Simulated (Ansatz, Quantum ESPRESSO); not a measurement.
# Predicting the next point of a tunnelling series: vacuum gaps between two Al(100) faces

**Set-up.** Quantum ESPRESSO 7.5 (pw.x, pwcond.x), LDA, GBRV ultrasoft; geometry as built. T is the transmission per spin at the Fermi level, averaged over the mesh across the current, in a cell of 8.16 Å². The series steps the width of the vacuum gap.

| width (Å) | T |
| --- | --- |
| 5 | 0.0576 |
| 6 | 0.0622 |
| 7 | 0.00392 |
| 8 | 0.00033 |

**Question.** What is T at 9 Å?

**Fit.** In the tunnelling regime ln T falls linearly. The last two rows give a slope of ln(0.00392/0.00033)/(8 − 7) = 2.475 per Å, so T(9) ≈ 0.00033 × exp(−2.475 × 1) = 2.78e−5.

What the calculation gave: T = 2.87e−5; the estimate is 0.97 times that. The slope over the last interval is 2.442: the same within 8 %. Points of the mesh with over 2.5 times the mean carry 87 % of this T, so the value leans on the mesh. A second code, Ansatz 0.2.0, gives 4.8e−5.

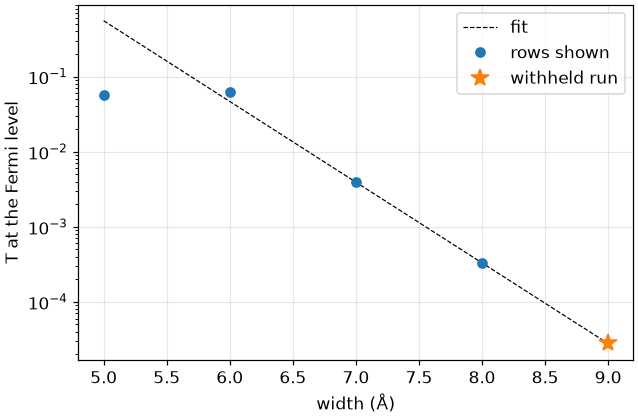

The rows shown, the fit and the withheld run.

Caveats: Short leads, unrelaxed atoms, a barrier without the image potential and an untested mesh.
